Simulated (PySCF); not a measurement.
# C3H5I: the cost of one run

Programs: PySCF 2.14.0, with routines of our own; each step states its level. All values are computed. Atoms count from 0.

## (1) The system as given

9 atoms, charge 0, multiplicity 1; geometry from: GFN2-xTB.

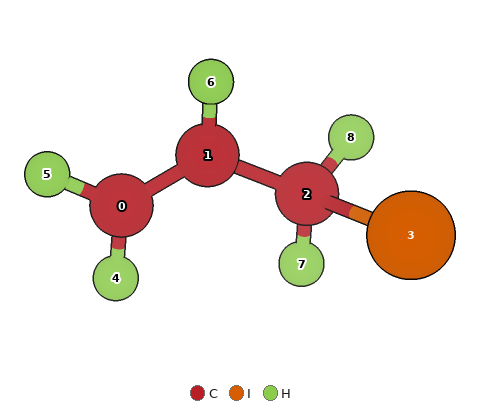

The starting geometry (carbon red, iodine orange, hydrogen green).

## (2) Geometry optimisation at PBE0-D3(BJ)/def2-SVP

What the job is given:

```
{"job": {"xc": "PBE0", "basis": "def2-SVP", "d3": "d3bj", "grid": 1, "maxiter": 30, "shake": 0.01, "kind": "geom"}, "charge": 0, "multiplicity": 1}
C     -1.396560     0.181530     0.117930
C     -0.247240     0.188850    -0.492170
C      0.943110    -0.451630     0.070910
I      2.482040     1.051580     0.625140
H     -1.570260    -0.265360     1.063810
H     -2.280640     0.682170    -0.332700
H     -0.096610     0.674910    -1.448070
H      0.760500    -0.995890     0.984630
H      1.463480    -1.083310    -0.623220
```

On the command line:

```console
> OMP_NUM_THREADS=1 python heavy_run.py task.json out
```

The driver reads the jobs from task.json and runs them one after another.

**Question.** How long does this first job take on 1 thread of Arm Neoverse V2, shared host, and how much memory does it need?

About 19 s, with a peak of 0.39 GiB.
